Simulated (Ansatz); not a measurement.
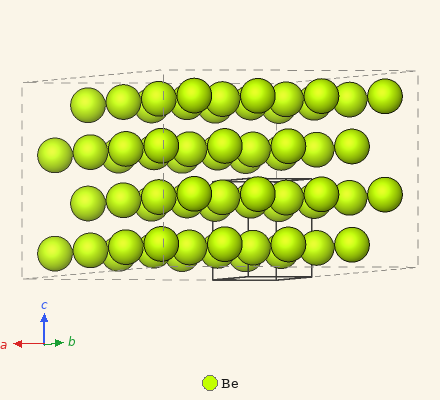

The structure; the drawing may span several cells.

Structure (in its standard cell), the input geometry of an electronic-structure calculation (not necessarily at equilibrium):

```yaml
crystal:
  lattice:
    - [2.27785, 0.00000, 0.00000]
    - [-1.13892, 1.97268, 0.00000]
    - [0.00000, 0.00000, 3.51939]
  atoms:
    - { symbol: Be, position: [0.33333, 0.66667, 0.75000] }
    - { symbol: Be, position: [0.66667, 0.33333, 0.25000] }
```

> Predict the [101] zone-axis pattern (300 kV, kinematic, B = 0.8 Å²).

The spots form a centred rectangular net whose two shortest vectors correspond to d = 1.97 Å and 1.72 Å, 64.1° apart. They are 0 1 0 and 1 0 -1. The pattern has symmetry 2mm. A glide plane extinguishes reflections such as 1 -2 -1, 1 1 -1.

Strongest reflections with d > 0.80 Å, one of each family (|F|² from tabulated Gaussian fits of the electron scattering factors, times a small damping for the curvature of the Ewald sphere):

| hkl | d (Å) | I (strongest = 100) |
| --- | --- | --- |
| 1 0 -1 | 1.721 | 100 |
| 0 1 0 | 1.973 | 54 |
| 2 -1 -2 | 0.956 | 13 |
| 0 2 0 | 0.986 | 4 |
| 2 0 -2 | 0.860 | 2 |

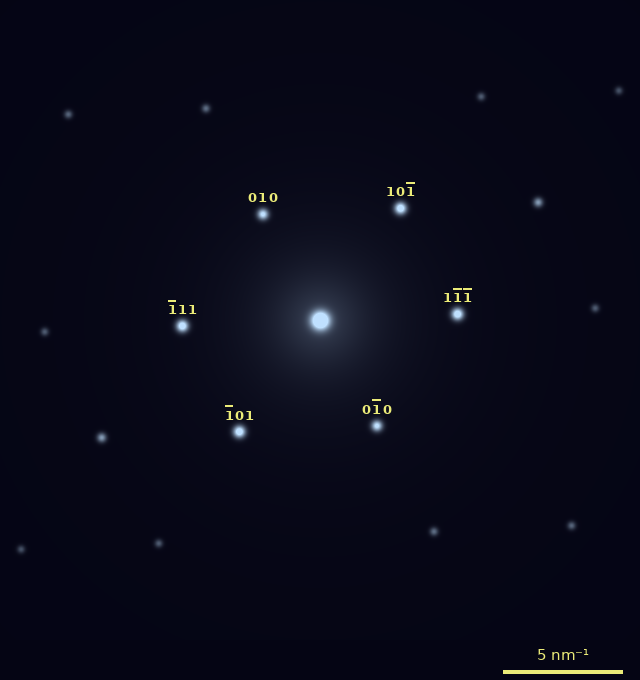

Calculated pattern, seen from the source side with [101] pointing towards the source.
